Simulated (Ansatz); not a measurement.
**Run report: AlBH$_{2}$Cl, phonon calculation**

System: AlBH$_{2}$Cl, multiplicity 2.
Method: UKS LDA/def2-SVP (Ansatz 0.2.0).

It belongs to a series of runs on one base structure; here: vibrations at the highest image of the band.

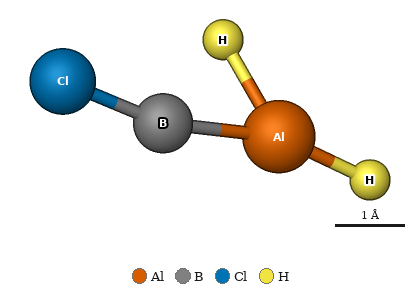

Fig. 1: The input geometry (ball-and-stick view, seen at a tilt). Sticks mark near contacts.

Summary:

- outcome: converged
- total energy: −19742.2972 eV
- mean-field energy: −19742.2972 eV
- ⟨S²⟩: 0.752
- largest force (length of the vector): 0.005 eV/Å
- hardware: 1 thread of Arm Neoverse V1, 24 GiB of memory available, shared host
- wall time: 22 s
- peak memory: 0.1 GiB

Input:
```yaml
crystal:
  periodic: [false, false, false]
  atoms:
    - { symbol: Al, position_ang: [-0.684355, 0.017209, -0.700512] }
    - { symbol: B, position_ang: [0.712943, -0.581342, 0.480511] }
    - { symbol: Cl, position_ang: [1.971089, -0.645717, 1.619327] }
    - { symbol: H, position_ang: [-1.875044, 0.012617, -1.736016] }
    - { symbol: H, position_ang: [-0.124633, 1.197235, 0.336689] }
magnetization:
  spin_polarized: true
  initial_magnetization: 1
basis:
  gaussian: { orbitals: def2-SVP }
hamiltonian:
  xc: lda
phonons: {}
```

Launched with:
```bash
ansatz run input.yaml --threads 1 --pin off --max-ram 2048MiB --backend cpu --events-out ev --progress --plain --runs-dir out
```

The program's output:
```
Engine: ansatz 0.2.0, aarch64-unknown-linux-gnu
Functional definition: SPW92
  exchange = slater_x
  correlation = pw_c
658 factors; their error is unknown
mean field evaluation 1: about -19739.0951 eV, gradient 2.1e1 eV
mean field evaluation 2: about -19732.2396 eV, gradient 3.6e1 eV
mean field evaluation 4: about -19742.1536 eV, gradient 4.4e0 eV
mean field evaluation 8: about -19742.3301 eV, gradient 4.6e-2 eV
mean field evaluation 16: about -19742.2972 eV, gradient 1.7e-5 eV
mean field -19742.29716189 eV, -725.5160388899 hartree, gradient 1.7e-5 eV, S^2 0.751789; 0 other end points of the search recorded, 0 dependent functions left out
the calculation of the forces begins
reference -19742.29719332 eV, -725.5160400447 hartree; 19, 18 occupied and 41, 42 virtual orbitals, 658 factors
these checks for a lower state are left out or cut short: stability, starts, cluster_reference, orbital_swaps, neighbouring_geometries, increment
658 factors; their error is unknown
mean field -19742.29709775 eV, -725.5160365325 hartree, gradient 1.7e-6 eV, S^2 0.751790; 0 other end points of the search recorded, 0 dependent functions left out
[... from here on the field's lines of each further geometry are left out, up to the last ...]
the calculation of the forces begins
reference -19742.29717675 eV, -725.5160394359 hartree; 19, 18 occupied and 41, 42 virtual orbitals, 658 factors
these checks for a lower state are left out or cut short: stability, starts, cluster_reference, orbital_swaps, neighbouring_geometries, increment
658 factors; their error is unknown
mean field evaluation 192: about -19742.3301 eV, gradient 4.3e-2 eV
mean field -19742.29715747 eV, -725.5160387272 hartree, gradient 2.6e-6 eV, S^2 0.751788; 0 other end points of the search recorded, 0 dependent functions left out
the calculation of the forces begins
reference -19742.29718889 eV, -725.5160398819 hartree; 19, 18 occupied and 41, 42 virtual orbitals, 658 factors
WARN: phonons: modes at or below zero, which the zero-point energy, F, S and C_V leave out: 1, the lowest at -517.38 cm⁻¹. A minimum has none, and a first-order saddle one
Total energy: -19742.29719332 eV, -725.5160400447 hartree
Atom 0 at    -0.684355     0.017209    -0.700512 Å, force    -0.001377    -0.000451     0.004754 eV/Å
Atom 1 at     0.712943    -0.581342     0.480511 Å, force     0.002733    -0.002341    -0.000561 eV/Å
Atom 2 at     1.971089    -0.645717     1.619327 Å, force    -0.000600     0.000333    -0.000311 eV/Å
Atom 3 at    -1.875044     0.012617    -1.736016 Å, force     0.001106     0.001388    -0.001452 eV/Å
Atom 4 at    -0.124633     1.197235     0.336689 Å, force    -0.001862     0.001071    -0.002430 eV/Å
Dipole moment:     0.008188    -0.024523    -0.022857 e Å
Vibrations: -517.38 72.00 255.42 275.46 456.96 564.52 1152.34 1662.48 1957.45 cm⁻¹, zero-point energy 0.396541 eV
```

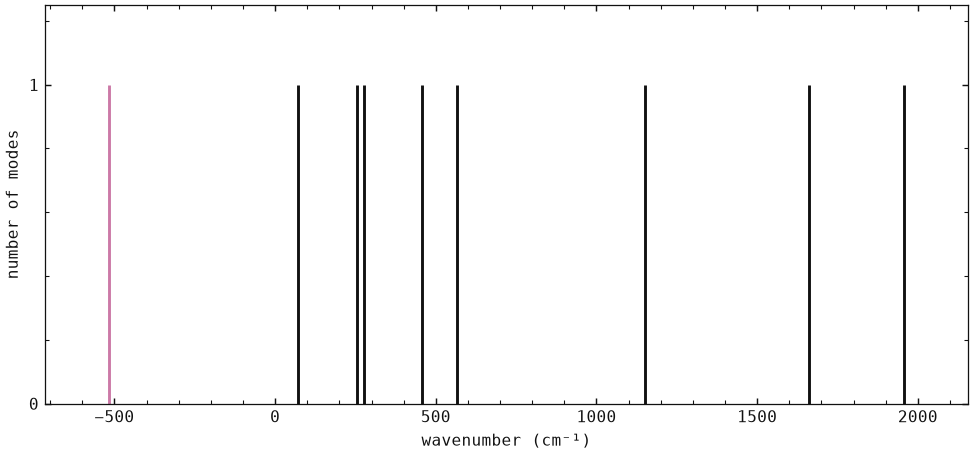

Fig. 2: Harmonic vibrational wavenumbers from the force constants; neighbouring modes closer than 11 cm⁻¹ are counted in one stick, and imaginary ones are drawn at negative wavenumbers. 9 modes from 517i to 1957 cm⁻¹, 1 imaginary beyond 8i (517i cm⁻¹): a first-order saddle point, if the geometry is stationary.
